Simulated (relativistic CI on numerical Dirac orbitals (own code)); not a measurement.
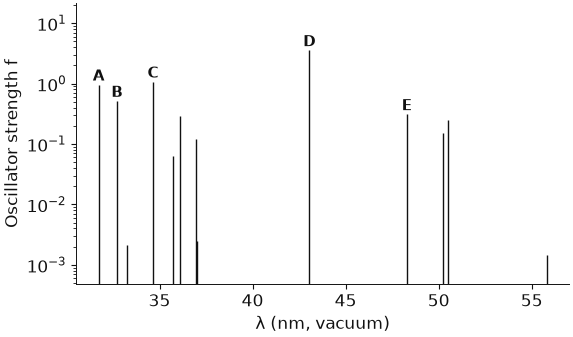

Computed spectrum: absorption lines from the lowest level (oscillator strengths f) of an atom or ion with 36 electrons. Level of the calculation: Dirac CI, KLI exchange-only orbitals, Breit term, model QED, valence Slater integrals scaled by 0.85, configurations tied to the tabulated ionisation limit (in-house radial CI code).

Levels without a good LS label are named by their open jj subshells in square brackets.

Question: Which ion is it, and what are the lettered lines?

Answer: Sr²⁺ (strontium, Z = 38). A: 4p⁵ 6d [4p₁/₂ 6d₃/₂] J = 1 ← 4p⁶ ¹S₀, 31.74 nm, f = 0.96; B: 4p⁵ 6d ³D°₁ ← 4p⁶ ¹S₀, 32.71 nm, f = 0.52; C: 4p⁵ 5d ¹P°₁ ← 4p⁶ ¹S₀, 34.65 nm, f = 1.1; D: 4p⁵ 4d ¹P°₁ ← 4p⁶ ¹S₀, 43.04 nm, f = 3.6; E: 4p⁵ 5s [4p₁/₂ 5s] J = 1 ← 4p⁶ ¹S₀, 48.29 nm, f = 0.31.

Limits of the model: configurations built on the next ion are tied to the tabulated ionisation energy, low ones can still be off by several thousand cm⁻¹ and the others by 10000 or more; rates and lifetimes follow the computed energies and can be off by orders of magnitude; one shift a configuration: terms inside it, and wavelengths, can be off by thousands of cm⁻¹; the fine structure of a weakly bound d or f electron outside closed shells is too small or inverted; only a limited list of configurations is included, so lower levels can be missing; only lines among the lowest 113 of 239 levels are drawn.
